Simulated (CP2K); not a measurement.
# PM3 run of C3H3FO (SMILES F/C=C1/CO1)

Aim: the vertical singlet–triplet gap of C3H3FO at PM3, from 2 runs. 

The results are computed with CP2K 2026.2.

2 further runs of the same task are left out: 1 that didn't finish, 1 set aside as unsound or not needed.

## 1. Starting point

C3H3FO: 8 atoms, total charge 0, spin state singlet. As SMILES, `F/C=C1/CO1`. Geometry: relaxed at GFN2-xTB.

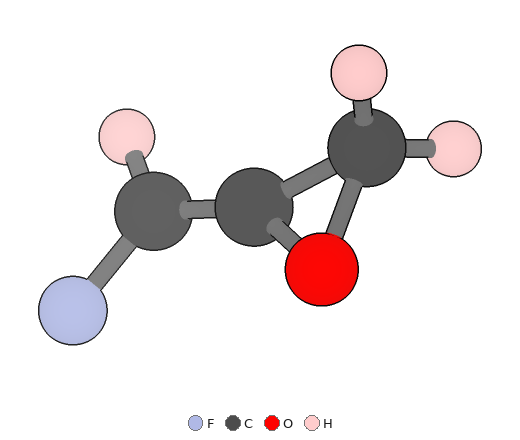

The structure, seen from a chosen angle (fluorine light blue, carbon dark grey, oxygen red, hydrogen pink).

## 2. Energy and forces at PM3

molecule.xyz

```xyz
8

F      0.375040     1.538240     1.929380
C     -0.204430     1.123240     0.785400
C      0.134160     0.011880     0.184890
C      0.026460    -0.962900    -0.866560
O      0.938840    -1.062910     0.228450
H     -0.963200     1.797670     0.425910
H      0.480370    -0.767520    -1.830410
H     -0.787250    -1.677710    -0.857050
```

run.inp

```
&GLOBAL
 PROJECT_NAME run
 RUN_TYPE ENERGY_FORCE
 PRINT_LEVEL MEDIUM
&END GLOBAL
&FORCE_EVAL
 METHOD QUICKSTEP
 &DFT
  # Quickstep
  &QS
   METHOD PM3
   EPS_DEFAULT 1.0E-10
   &SE
    &COULOMB
     CUTOFF [angstrom] 50
     RC_RANGE [angstrom] 0
    &END COULOMB
    &EXCHANGE
     CUTOFF [angstrom] 50
     RC_RANGE [angstrom] 0
    &END EXCHANGE
   &END SE
  &END QS
  &POISSON
   PERIODIC NONE
   POISSON_SOLVER ANALYTIC
  &END POISSON
  # SCF settings
  &SCF
   SCF_GUESS ATOMIC
   EPS_SCF 1.0E-06
   MAX_SCF 150
   ADDED_MOS 2
   &DIAGONALIZATION
    ALGORITHM STANDARD
   &END DIAGONALIZATION
   &MIXING
    METHOD DIRECT_P_MIXING
    ALPHA 0.4
   &END MIXING
  &END SCF
  # extra output
  &PRINT
   &MOMENTS
    PERIODIC F
    REFERENCE COM
    MAX_MOMENT 1
   &END MOMENTS
   &MO ON
    ENERGIES T
    OCCUPATION_NUMBERS T
    NDIGITS 6
    &EACH
     QS_SCF 0
    &END EACH
    ADD_LAST NUMERIC
   &END MO
   &HIRSHFELD OFF
   &END HIRSHFELD
  &END PRINT
 &END DFT
 &SUBSYS
  # vacuum box
  &CELL
   ABC 9.9 11.5 11.8
   PERIODIC NONE
  &END CELL
  &TOPOLOGY
   COORD_FILE_NAME molecule.xyz
   COORD_FILE_FORMAT XYZ
   &CENTER_COORDINATES
   &END CENTER_COORDINATES
  &END TOPOLOGY
 &END SUBSYS
 &PRINT
  &FORCES ON
  &END FORCES
 &END PRINT
&END FORCE_EVAL
```

On the command line:

```sh
$ OMP_NUM_THREADS=1 cp2k.psmp -i run.inp > run.out 2>&1
```

What it wrote:

```text
CP2K| version string:                                       CP2K version 2026.2
[...]
 GLOBAL| Method name                                                        CP2K
[...]
 GLOBAL| Run type                                                   ENERGY_FORCE
[...]
                             - Atoms:                                          8
[...]
                             - Spherical basis functions:                     23
[...]
 Number of electrons:                                                         28
[...]
     1 P_Mix/Diag. 0.40E+00    0.0     0.69258111       -35.1384634097 -3.51E+01
[...]
    15 DIIS/Diag.  0.59E-07    0.0     0.00000009       -41.6367422340 -3.81E-12
  *** SCF run converged in    15 steps ***
  Core-core repulsion energy [eV]:                           1966.32998470331563
  Core Hamiltonian energy [eV]:                             -1852.96347588176900
  Two-electron integral energy [eV]:                        -2492.71976857246364
  Electronic energy [eV]:                                   -3099.32336016800082
  Total energy [eV]:                                        -1132.99337546468541
  Atomic reference energy [eV]:                              1132.18050254317836
  Heat of formation [kcal/mol]:                               -18.74529637285113
[...]
 SE_DIPOLE| Moment [Debye]          1.66844717       0.08421716       2.25429549
 SE_DIPOLE| Derivative [a.u.]       0.00000000       0.00000000       0.00000000
 ENERGY| Total FORCE_EVAL ( QS ) energy [hartree]            -41.636742233956696
 FORCES| Atomic forces [hartree/bohr]
 FORCES|   Atom     x               y               z               |f|
 FORCES|      1 -5.25189979E-03 -3.84328796E-03 -1.04045975E-02   1.22722843E-02
 FORCES|      2  8.81766833E-03  1.93721833E-02  2.94231915E-02   3.63146934E-02
 FORCES|      3 -2.03085240E-02  1.84904853E-02 -9.00176696E-03   2.89026989E-02
 FORCES|      4 -9.97582100E-03 -1.11053497E-03 -1.41213407E-02   1.73252000E-02
 FORCES|      5  3.89724069E-02 -3.06840750E-02  2.20536873E-02   5.42837552E-02
 FORCES|      6 -7.06719749E-03  6.37267791E-03 -3.17654217E-03   1.00322841E-02
 FORCES|      7  1.07548170E-03 -1.68058328E-03 -1.01938246E-02   1.03872557E-02
 FORCES|      8 -6.26211471E-03 -6.91686535E-03 -4.57880687E-03   1.03933911E-02
 FORCES| Sum     8.74300632E-16 -4.92661467E-16 -8.88178420E-16
 FORCES| Total atomic force                                       1.34014097E-15
[...]
```

Wall time 0.43 s (1 thread of Arm Neoverse N1, shared host); peak memory 0.13 GiB.

## 3. The triplet at the same level

molecule.xyz is that of step 2.

run.inp

```
&GLOBAL
    PROJECT_NAME run
    RUN_TYPE ENERGY_FORCE
    PRINT_LEVEL MEDIUM
&END GLOBAL

&FORCE_EVAL
    METHOD QS
    &DFT
        MULTIPLICITY 3
        UKS T
        &QS
            METHOD PM3
            EPS_DEFAULT 1.0E-10
            &SE
                &COULOMB
                    CUTOFF [angstrom] 50
                    RC_RANGE [angstrom] 0
                &END COULOMB
                &EXCHANGE
                    CUTOFF [angstrom] 50
                    RC_RANGE [angstrom] 0
                &END EXCHANGE
            &END SE
        &END QS
        &POISSON
            PERIODIC NONE
            POISSON_SOLVER ANALYTIC
        &END POISSON
        &SCF
            SCF_GUESS ATOMIC
            EPS_SCF 1.0E-06
            MAX_SCF 30
            &OT
                MINIMIZER DIIS
                PRECONDITIONER FULL_ALL
            &END OT
            &OUTER_SCF
                EPS_SCF 1.0E-06
                MAX_SCF 8
            &END OUTER_SCF
        &END SCF
        &PRINT
            &MOMENTS
                PERIODIC F
                REFERENCE COM
                MAX_MOMENT 1
            &END MOMENTS
            &MO_CUBES
                NLUMO 3
                NHOMO -1
                WRITE_CUBE F
            &END MO_CUBES
            &HIRSHFELD OFF
            &END HIRSHFELD
        &END PRINT
    &END DFT
    &SUBSYS
        &CELL
            ABC 9.9 11.5 11.8
            PERIODIC NONE
        &END CELL
        &TOPOLOGY
            COORD_FILE_NAME molecule.xyz
            COORD_FILE_FORMAT XYZ
            &CENTER_COORDINATES
            &END CENTER_COORDINATES
        &END TOPOLOGY
    &END SUBSYS
    &PRINT
        &FORCES ON
        &END FORCES
    &END PRINT
&END FORCE_EVAL
```

On the command line:

```sh
$ OMP_NUM_THREADS=1 cp2k.psmp run.inp > run.out
```

What it wrote:

```text
CP2K| version string:                                       CP2K version 2026.2
[...]
 GLOBAL| Method name                                                        CP2K
[...]
 GLOBAL| Run type                                                   ENERGY_FORCE
[...]
                             - Atoms:                                          8
[...]
                             - Spherical basis functions:                     23
[...]
 Number of electrons:                                                         15
[...]
     1 OT DIIS     0.15E+00    0.0     0.20333277       -36.4875678453 -3.65E+01
[...]
     9 OT DIIS     0.15E+00    0.0     0.00000040       -41.5507720789 -1.33E-09
  *** SCF run converged in     9 steps ***
  Core-core repulsion energy [eV]:                           1966.32998470331563
  Core Hamiltonian energy [eV]:                             -1846.42185120756767
  Two-electron integral energy [eV]:                        -2501.12428414149872
  Electronic energy [eV]:                                   -3096.98399327831703
  Total energy [eV]:                                        -1130.65400857500117
  Atomic reference energy [eV]:                              1132.18050254317836
  Heat of formation [kcal/mol]:                                35.20178995728640
[...]
 SE_DIPOLE| Moment [Debye]          1.42076900       0.21164024       2.04775538
 SE_DIPOLE| Derivative [a.u.]       0.00000000       0.00000000       0.00000000
 *** WARNING in qs_scf_post_se.F:140 :: Printing of MO cube files not ***
 *** implemented for Semi-Empirical method.                           ***
 ENERGY| Total FORCE_EVAL ( QS ) energy [hartree]            -41.550772078913560
 FORCES| Atomic forces [hartree/bohr]
 FORCES|   Atom     x               y               z               |f|
 FORCES|      1 -1.02625040E-02 -1.01138188E-02 -2.28249286E-02   2.69923264E-02
 FORCES|      2 -3.05253407E-02  1.70649185E-01  1.20250925E-01   2.10981576E-01
 FORCES|      3  4.01235073E-02 -1.51283121E-01 -8.96946103E-02   1.80392909E-01
 FORCES|      4 -1.32098226E-02  2.47103689E-03 -1.48519752E-02   2.00296432E-02
 FORCES|      5  2.65849432E-02 -8.97556418E-03  2.62526076E-02   3.84255041E-02
 FORCES|      6 -7.39740571E-03  6.19787400E-03 -3.86572373E-03   1.03961086E-02
 FORCES|      7  1.12074586E-03 -1.76297305E-03 -1.05256788E-02   1.07309860E-02
 FORCES|      8 -6.43412334E-03 -7.18261820E-03 -4.74061586E-03   1.07452960E-02
 FORCES| Sum    -8.32667268E-16 -6.24500451E-16 -1.38777878E-16
 FORCES| Total atomic force                                       1.05004519E-15
[...]
```

Run time: 2.7 s. Hardware: 1 thread of Arm Neoverse N1, shared host; peak memory 0.14 GiB.

## 4. Outcome

At PM3:

| quantity | value |
| --- | --- |
| singlet: total energy | -41.63674 Eh |
| singlet: dipole moment | 2.81 D |
| singlet: HOMO energy | -10.12 eV |
| singlet: LUMO energy | 0.61 eV |
| singlet: HOMO–LUMO gap | 10.73 eV |
| singlet: heat of formation at this unrelaxed shape | -18.7 kcal/mol |
| singlet: largest force on an atom | 2.791 eV/Å |
| triplet: total energy | -41.55077 Eh |
| triplet: dipole moment | 2.50 D |
| triplet: heat of formation at this unrelaxed shape | 35.2 kcal/mol |
| triplet: largest force on an atom | 10.849 eV/Å |
| vertical energy of the triplet above the singlet | 2.339 eV |

What this shows: At this shape the triplet lies 2.34 eV (226 kJ/mol) above the singlet. The largest force (singlet) is 2.79 eV/Å: the shape isn't a stationary point for this species at this level.
